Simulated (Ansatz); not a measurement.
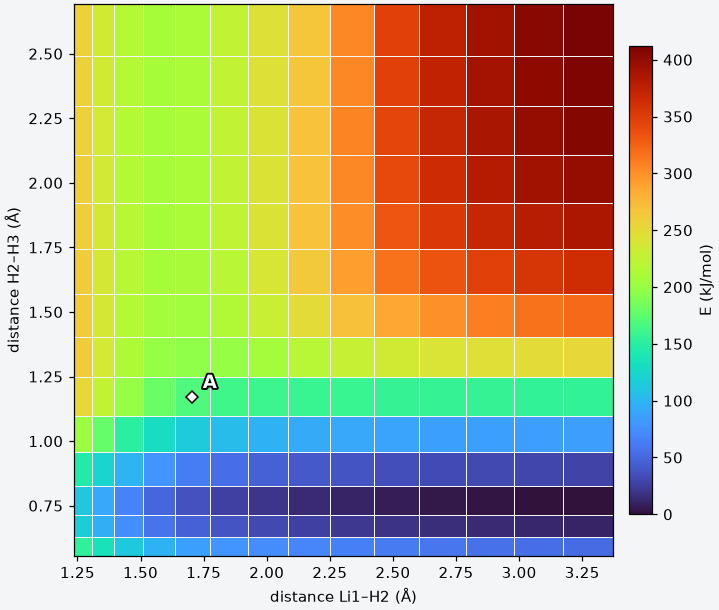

The system Li + H₂, spin multiplicity 2. Coordinates scanned: (1) distance Li1–H2; (2) distance H2–H3. Nothing is relaxed (the angle Li1–H2–H3 is fixed at 180 degrees). The grid has 14 × 14 points. Points are written as (first, second). Energies: kJ/mol, counted from the lowest grid point. Energies and slopes of some neighbouring points disagree (a jump in structure or state, or too coarse a mesh). In part of the range the unrestricted reference is strongly spin-contaminated. Computed with Ansatz 0.2.0, UHF-MP2, frozen core/aug-cc-pVTZ.

Drawn: one coloured cell a grid point, the point A.

Q: Which way does the force act at A, and how strong is it?

A: A, at (1.704 Å, 1.170 Å), is not a stationary point. The computed force is 59 kJ/mol for each Å towards larger values of distance Li1–H2 and 290 kJ/mol for each Å towards smaller values of distance H2–H3.
